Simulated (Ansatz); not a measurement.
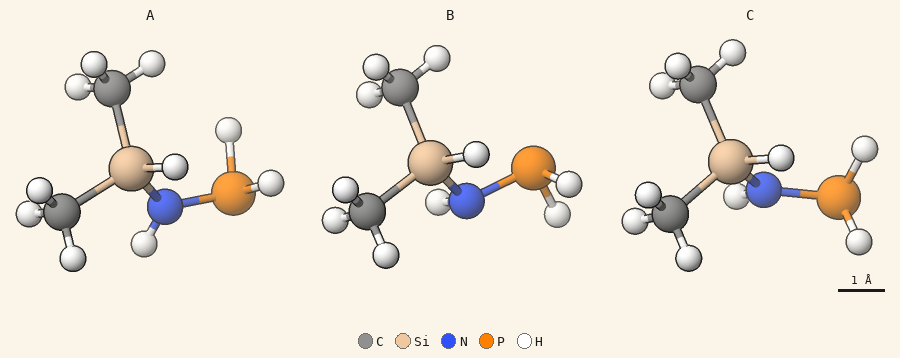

3 geometries from one relaxation of C$_{2}$H$_{10}$NPSi, in shuffled order. The picture is a ball-and-stick view, seen at a tilt.

The run prepares an end point of a later path (inversion) calculation, from a guessed geometry.

All numbers below come from RKS CAM-B3LYP/6-31G* in Ansatz. (no spin polarisation; force threshold 0.015 eV/Å; at most 40 steps)

### Put them in the order of the run, from the start to the converged end.

B, C, A. They are steps 0, 10, 32, at +0.923 eV, +0.051 eV relative to the last. The atom that moves furthest after the best rigid fit is an H atom (2.31 Å). By element the largest moves are H 2.31 Å, P 0.67 Å, C 0.27 Å, N 0.15 Å, Si 0.14 Å. Some distances before and after: H–N 1.118 → 1.011 Å, C–H 1.020 → 1.096 Å, N–Si 1.683 → 1.746 Å, C–H 1.040 → 1.095 Å. Among the angles between lasting bonds that change: Si–N–P 113.3° → 129.0°, Si–N–H 110.3° → 118.1°, P–N–H 105.3° → 112.7°. After 31 accepted moves (32 points after the start) the energy has fallen by 0.923 eV. The largest force component goes from 3.2 to 0.0061 eV/Å. The line search rejected the trial step at point 11 of the run.
